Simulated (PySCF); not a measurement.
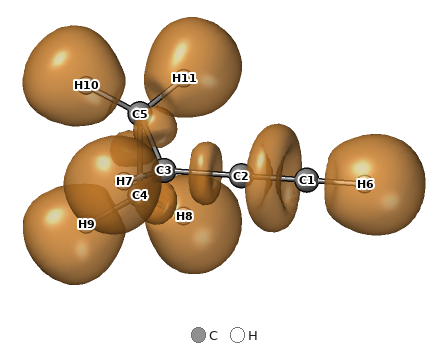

Figure. C₅H₆ (SMILES C#CC1CC1). Isosurface of the electron localisation function at 0.8 (orange), seen at a tilt. Only the valence region is drawn (cores and ρ < 0.01 e/Å³ removed).

Geometry: PBE0-D3(BJ)/def2-SVP.

Computed with PBE0/pcSseg-1, SCF density, gas phase, non-relativistic in PySCF 2.14.0.

Input file:

```
{"job": {"kind": "nmr", "xc": "PBE0", "basis": "pcSseg-1"}, "charge": 0, "multiplicity": 1}
C      2.526668    -0.078233     0.162012
C      1.348165    -0.044251     0.444141
C     -0.051257    -0.004013     0.772348
C     -1.057551    -0.724628    -0.096755
C     -1.015598     0.766187    -0.100343
H      3.571904    -0.108777    -0.082801
H     -0.262190     0.004410     1.847178
H     -0.667823    -1.253220    -0.969677
H     -1.883968    -1.227604     0.411157
H     -1.813077     1.316914     0.404585
H     -0.597213     1.267715    -0.976026
```

Launched as:

```sh
OMP_NUM_THREADS=1 python probes_run.py task.json out
```

Describe the localisation domains.

The ELF exceeds this value in five regions between bonded C–C atoms (shared pairs) and six regions around hydrogen nuclei. Profiles from the grid: C–C (1.21 Å): the ELF peaks at about 0.85 between the atoms: a short, multiple covalent bond. C–H (1.07 Å): the ELF climbs to about 1 towards the hydrogen, as it does in any bond to H; an ordinary covalent bond to hydrogen.
